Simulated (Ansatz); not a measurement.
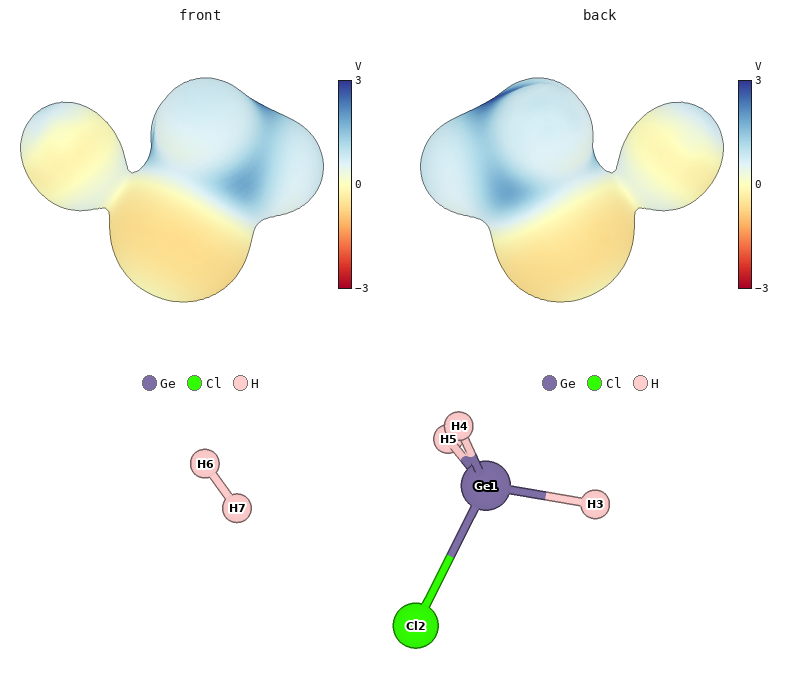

ClGeH$_{3}$···H$_{2}$. The electrostatic potential painted on the density surface at 0.004 e/bohr³, seen from the front and from behind; red is negative and blue positive. The bare structure is drawn below in the same view.

Theory: Ansatz, RKS revPBE-D4/def2-SVP.

| atom | x (Å) | y (Å) | z (Å) |
| --- | --- | --- | --- |
| Ge | 0.4952 | 0.0000 | -0.1163 |
| Cl | 0.4331 | 0.0000 | 2.0751 |
| H | 1.9885 | 0.0000 | -0.5287 |
| H | -0.2286 | 1.2815 | -0.5970 |
| H | -0.2286 | -1.2815 | -0.5970 |
| H | -3.1899 | 0.0000 | 1.2734 |
| H | -2.5206 | 0.0000 | 1.6484 |

Which sites attract a positive test charge, and which a negative one?

Answer. A positive charge is drawn to the negative regions and a negative charge to the positive ones. The most negative region (about −0.6 V, or −14 kcal/mol for a unit charge) lies over Cl2, the most positive (about +2.6 V, or +60 kcal/mol for a unit charge) over Ge1.
